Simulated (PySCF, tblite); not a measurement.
# C6H5FN2: a rotation path, then NMR shifts on frames, part 2 of 2

tblite 0.8.0 and PySCF 2.14.0. Atoms count from 0.

**5. Nuclear shieldings: image 4, PBE0/pcSseg-1**

What the job is given:

```
{"job": {"kind": "nmr", "xc": "PBE0", "basis": "pcSseg-1", "pop": false}, "charge": 0, "multiplicity": 1}
C     -1.970500     0.029200    -0.016600
C     -0.544000    -0.418100     0.014400
C     -0.354200    -1.817700     0.076200
N     -0.241000    -2.957000     0.139200
C      0.518700     0.414300    -0.014000
C      0.325700     1.814100    -0.048000
N      0.170100     2.949000    -0.069400
C      1.947600    -0.064000    -0.003300
F      2.817300     0.986400    -0.070500
H     -2.450300    -0.342600    -0.922900
H     -2.037500     1.114000     0.004900
H     -2.510900    -0.386100     0.834000
H      2.155200    -0.709700    -0.866400
H      2.173200    -0.612300     0.920400
```

With the program's defaults for keys left out, this is: GIAO PBE0/pcSseg-1 NMR shielding, non-relativistic, gas phase.

Log:

```text
coarse grid: 12832 points
cycle   1  E = -440.2190045673  dE =  1.397e+00  |g| = 7.067e-01  |ddm| = 3.808e+00
cycle   2  E = -439.8191145714  dE =  3.999e-01  |g| = 1.541e+00  |ddm| = 2.259e+00
cycle   3  E = -440.3194272145  dE = -5.003e-01  |g| = 1.934e-01  |ddm| = 1.590e+00
cycle   4  E = -440.3258063975  dE = -6.379e-03  |g| = 7.821e-02  |ddm| = 2.060e-01
cycle   5  E = -440.3269240629  dE = -1.118e-03  |g| = 1.598e-02  |ddm| = 7.298e-02
cycle   6  E = -440.3269747886  dE = -5.073e-05  |g| = 5.181e-03  |ddm| = 1.760e-02
cycle   7  E = -440.3269805354  dE = -5.747e-06  |g| = 1.872e-03  |ddm| = 6.123e-03
final grid: 127696 points
cycle   8  E = -440.3847621403  dE = -3.804e-05  |g| = 6.822e-03  |ddm| = 4.208e-02
cycle   9  E = -440.3847526489  dE =  9.491e-06  |g| = 9.494e-03  |ddm| = 1.479e-02
cycle  10  E = -440.3847726076  dE = -1.996e-05  |g| = 2.098e-03  |ddm| = 8.927e-03
cycle  11  E = -440.3847735618  dE = -9.541e-07  |g| = 5.603e-04  |ddm| = 1.946e-03
cycle  12  E = -440.3847736169  dE = -5.519e-08  |g| = 2.110e-04  |ddm| = 5.563e-04
cycle  13  E = -440.3847736256  dE = -8.607e-09  |g| = 6.902e-05  |ddm| = 1.955e-04
cycle  14  E = -440.3847736266  dE = -1.008e-09  |g| = 2.284e-05  |ddm| = 7.044e-05
cycle  15  E = -440.3847736266  dE = -7.947e-11  |g| = 1.073e-05  |ddm| = 2.739e-05
converged SCF energy = -440.3847736266

GIAO shielding tensors (ppm)
atom      isotropic    diamagn.    paramagn.     s11        s22        s33       span
  0 C      162.125     243.851     -81.726    144.967    155.885    185.524     40.557
  1 C       57.708     259.478    -201.770    -59.818     71.753    161.189    221.007
  2 C       66.738     260.971    -194.233    -50.949    -46.569    297.732    348.681
  3 N      -80.625     340.835    -421.460   -212.739   -211.307    182.171    394.910
  4 C       50.125     260.306    -210.180    -62.114     82.429    130.062    192.176
  5 C       68.998     259.855    -190.857    -43.304    -42.885    293.181    336.485
  6 N      -83.804     340.786    -424.590   -231.934   -212.788    193.311    425.245
  7 C      103.241     237.077    -133.837     77.312     82.301    150.110     72.798
  8 F      430.348     465.727     -35.380    397.907    410.581    482.556     84.649
  9 H       29.473      26.965       2.508     25.723     27.194     35.503      9.780
 10 H       28.770      29.483      -0.713     24.024     29.225     33.061      9.037
 11 H       29.494      26.976       2.517     25.637     27.448     35.395      9.758
 12 H       26.176      27.137      -0.961     21.655     27.313     29.559      7.905
 13 H       26.171      27.066      -0.894     21.701     27.315     29.498      7.797
```

Wall time 35 s (1 thread of Arm Neoverse N1, shared host); peak memory 0.8 GiB.

In short: δ C4 136.8, C1 129.2, C2 120.2, C5 117.9, H13 5.55, H12 5.54 ppm.

**6. Shielding tensors: image 6, PBE0/pcSseg-1**

What the job is given:

```
{"job": {"kind": "nmr", "xc": "PBE0", "basis": "pcSseg-1", "pop": false}, "charge": 0, "multiplicity": 1}
C     -1.970300     0.028300     0.006500
C     -0.543700    -0.418400     0.045000
C     -0.355500    -1.814100     0.176600
N     -0.243000    -2.948900     0.295400
C      0.518200     0.410500    -0.041300
C      0.327000     1.806300    -0.161100
N      0.177400     2.938200    -0.256900
C      1.948500    -0.060900    -0.041100
F      2.780800     0.905000     0.450800
H     -2.466200    -0.391900    -0.869700
H     -2.036300     1.113000    -0.030000
H     -2.496400    -0.338600     0.888200
H      2.282700    -0.275400    -1.065800
H      2.076200    -0.953700     0.581200
```

Method: GIAO PBE0/pcSseg-1 NMR shielding, non-relativistic, gas phase.

Log:

```text
coarse grid: 12832 points
cycle   1  E = -440.2195631843  dE =  1.395e+00  |g| = 7.078e-01  |ddm| = 3.814e+00
cycle   2  E = -439.8195260450  dE =  4.000e-01  |g| = 1.542e+00  |ddm| = 2.247e+00
cycle   3  E = -440.3202537433  dE = -5.007e-01  |g| = 1.934e-01  |ddm| = 1.593e+00
cycle   4  E = -440.3266205427  dE = -6.367e-03  |g| = 7.809e-02  |ddm| = 2.007e-01
cycle   5  E = -440.3277344881  dE = -1.114e-03  |g| = 1.536e-02  |ddm| = 7.198e-02
cycle   6  E = -440.3277815420  dE = -4.705e-05  |g| = 4.633e-03  |ddm| = 1.725e-02
cycle   7  E = -440.3277859237  dE = -4.382e-06  |g| = 1.763e-03  |ddm| = 5.307e-03
final grid: 127696 points
cycle   8  E = -440.3859212026  dE = -3.987e-05  |g| = 6.870e-03  |ddm| = 4.033e-02
cycle   9  E = -440.3859131448  dE =  8.058e-06  |g| = 9.282e-03  |ddm| = 1.456e-02
cycle  10  E = -440.3859316089  dE = -1.846e-05  |g| = 2.060e-03  |ddm| = 8.548e-03
cycle  11  E = -440.3859325261  dE = -9.172e-07  |g| = 5.869e-04  |ddm| = 1.954e-03
cycle  12  E = -440.3859325880  dE = -6.193e-08  |g| = 2.128e-04  |ddm| = 5.963e-04
cycle  13  E = -440.3859325964  dE = -8.384e-09  |g| = 7.687e-05  |ddm| = 1.994e-04
cycle  14  E = -440.3859325976  dE = -1.232e-09  |g| = 2.663e-05  |ddm| = 7.609e-05
cycle  15  E = -440.3859325978  dE = -1.220e-10  |g| = 1.090e-05  |ddm| = 2.930e-05
converged SCF energy = -440.3859325978

GIAO shielding tensors (ppm)
atom      isotropic    diamagn.    paramagn.     s11        s22        s33       span
  0 C      162.251     243.995     -81.744    145.116    156.209    185.427     40.310
  1 C       55.995     259.127    -203.132    -61.480     71.006    158.460    219.940
  2 C       66.625     260.993    -194.369    -51.459    -46.513    297.846    349.305
  3 N      -79.563     340.799    -420.362   -217.572   -206.444    185.326    402.898
  4 C       51.293     260.288    -208.995    -61.370     81.131    134.118    195.488
  5 C       68.464     259.961    -191.497    -44.054    -43.794    293.240    337.293
  6 N      -82.746     340.754    -423.500   -232.515   -211.490    195.769    428.284
  7 C      102.399     237.102    -134.702     75.873     83.079    148.246     72.374
  8 F      424.896     466.437     -41.540    394.629    405.193    474.868     80.239
  9 H       29.501      26.929       2.572     25.752     27.174     35.576      9.824
 10 H       28.768      29.478      -0.710     24.010     29.210     33.084      9.074
 11 H       29.452      26.972       2.480     25.603     27.441     35.310      9.706
 12 H       26.302      26.532      -0.231     22.215     27.123     29.567      7.351
 13 H       26.001      27.834      -1.833     21.401     26.450     30.153      8.751
```

Run time: 34 s. Hardware: 1 thread of Arm Neoverse N1, shared host; peak memory 0.8 GiB.

In short: δ C4 135.6, C1 130.9, C2 120.3, C5 118.5, H13 5.72, H12 5.42 ppm.

**7. NMR shieldings: image 8, PBE0/pcSseg-1**

What the job is given:

```
{"job": {"kind": "nmr", "xc": "PBE0", "basis": "pcSseg-1", "pop": false}, "charge": 0, "multiplicity": 1}
C     -1.971200     0.029600     0.039600
C     -0.543400    -0.411200     0.070900
C     -0.344600    -1.799300     0.265500
N     -0.215300    -2.927200     0.424200
C      0.514900     0.411100    -0.088300
C      0.324600     1.798200    -0.285100
N      0.182500     2.922500    -0.456800
C      1.947500    -0.055700    -0.078000
F      2.661100     0.608000     0.886500
H     -2.483200    -0.437400    -0.802800
H     -2.042500     1.110500    -0.053000
H     -2.479600    -0.290700     0.949300
H      2.432700     0.167200    -1.037300
H      2.015900    -1.126100     0.143400
```

Level: GIAO PBE0/pcSseg-1 NMR shielding, non-relativistic, gas phase.

Log:

```text
coarse grid: 12832 points
cycle   1  E = -440.2198457276  dE =  1.389e+00  |g| = 7.102e-01  |ddm| = 3.804e+00
cycle   2  E = -439.8189451058  dE =  4.009e-01  |g| = 1.546e+00  |ddm| = 2.181e+00
cycle   3  E = -440.3211562156  dE = -5.022e-01  |g| = 1.937e-01  |ddm| = 1.562e+00
cycle   4  E = -440.3275081931  dE = -6.352e-03  |g| = 7.861e-02  |ddm| = 1.917e-01
cycle   5  E = -440.3286380014  dE = -1.130e-03  |g| = 1.468e-02  |ddm| = 7.023e-02
cycle   6  E = -440.3286819097  dE = -4.391e-05  |g| = 3.642e-03  |ddm| = 1.685e-02
cycle   7  E = -440.3286845664  dE = -2.657e-06  |g| = 1.181e-03  |ddm| = 3.614e-03
final grid: 127696 points
cycle   8  E = -440.3868684803  dE = -3.908e-05  |g| = 6.971e-03  |ddm| = 3.838e-02
cycle   9  E = -440.3868642363  dE =  4.244e-06  |g| = 8.636e-03  |ddm| = 1.369e-02
cycle  10  E = -440.3868793049  dE = -1.507e-05  |g| = 1.536e-03  |ddm| = 7.373e-03
cycle  11  E = -440.3868797698  dE = -4.649e-07  |g| = 4.731e-04  |ddm| = 1.527e-03
cycle  12  E = -440.3868798130  dE = -4.323e-08  |g| = 1.932e-04  |ddm| = 4.987e-04
cycle  13  E = -440.3868798191  dE = -6.106e-09  |g| = 7.092e-05  |ddm| = 1.724e-04
cycle  14  E = -440.3868798203  dE = -1.117e-09  |g| = 2.182e-05  |ddm| = 7.013e-05
cycle  15  E = -440.3868798204  dE = -9.391e-11  |g| = 7.558e-06  |ddm| = 2.460e-05
converged SCF energy = -440.3868798204

GIAO shielding tensors (ppm)
atom      isotropic    diamagn.    paramagn.     s11        s22        s33       span
  0 C      162.387     244.151     -81.764    145.136    156.805    185.220     40.084
  1 C       50.332     258.712    -208.380    -68.332     67.211    152.116    220.448
  2 C       66.374     261.055    -194.680    -51.845    -46.435    297.403    349.248
  3 N      -78.270     340.675    -418.944   -216.853   -209.394    191.438    408.291
  4 C       54.303     259.830    -205.527    -60.335     80.358    142.888    203.222
  5 C       66.800     260.105    -193.305    -47.422    -45.250    293.071    340.493
  6 N      -79.468     340.743    -420.211   -228.105   -208.820    198.519    426.624
  7 C      101.466     236.413    -134.947     74.533     84.308    145.556     71.023
  8 F      411.626     468.196     -56.570    382.293    388.960    463.626     81.332
  9 H       29.481      26.890       2.591     25.724     27.175     35.544      9.821
 10 H       28.770      29.422      -0.652     24.015     29.164     33.132      9.116
 11 H       29.408      26.891       2.517     25.564     27.389     35.273      9.709
 12 H       26.400      26.327       0.073     23.079     26.440     29.680      6.601
 13 H       25.852      28.265      -2.412     21.711     25.838     30.008      8.297
```

Wall time 33 s (1 thread of Arm Neoverse N1, shared host); peak memory 0.8 GiB.

In short: δ C1 136.6, C4 132.6, C2 120.6, C5 120.1, H13 5.86, H12 5.32 ppm.

**8. Side by side: NMR shifts**

Shifts (ppm) of some atoms, chosen among heavy atoms and hydrogens apart, with basis size and wall time:

```
  frame     C1     C4     C5   H12   H13     N6      F8  functions  time
image 0  137.8  132.0  120.5  5.84  5.30  346.5  -238.2        178  34 s
image 2  131.5  135.1  118.7  5.73  5.42  349.7  -252.7        178  35 s
image 4  129.2  136.8  117.9  5.54  5.55  351.5  -259.4        178  35 s
image 6  130.9  135.6  118.5  5.42  5.72  350.5  -254.0        178  34 s
image 8  136.6  132.6  120.1  5.32  5.86  347.2  -240.7        178  33 s
```

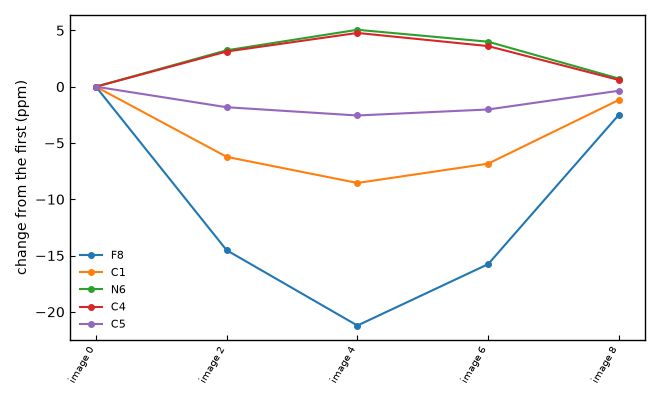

How five of the tabulated atoms move from run to run.

**9. Summary of results**

This closing draws on all 2 parts.

| quantity | value |
| --- | --- |
| barrier | 0.027 eV (0.6 kcal/mol) at image 4 |
| end to end (GFN2-xTB) | 0.000 eV |
| 13C shifts against TMS (PBE0/pcSseg-1, image 0) | 137.8, 132.0, 120.6, 120.5, 85.3, 24.7 ppm |
| 1H shifts against TMS (PBE0/pcSseg-1, image 0) | 5.84, 5.30, 2.95, 2.35, 2.24 ppm |
| 15N shifts against NH3 (PBE0/pcSseg-1, image 0) | 346.5, 346.1 ppm |
| 19F shifts against CFCl3 (PBE0/pcSseg-1, image 0) | -238.2 ppm |
| range of the shift of F8 | -259.4 to -238.2 ppm |

In words: Along the band the dihedral turns by 119°, and the top (dihedral -2°) lies 0.6 kcal/mol above the start (GFN2-xTB, rough), so at room temperature this motion is fast. The top was not checked by a frequency run. Shifts at one fixed geometry are not the observed spectrum, which averages over the motion. In ppm, F8 moves most: its shift spreads over 21.2 ppm, from -259.4 (image 4) to -238.2 (image 0).
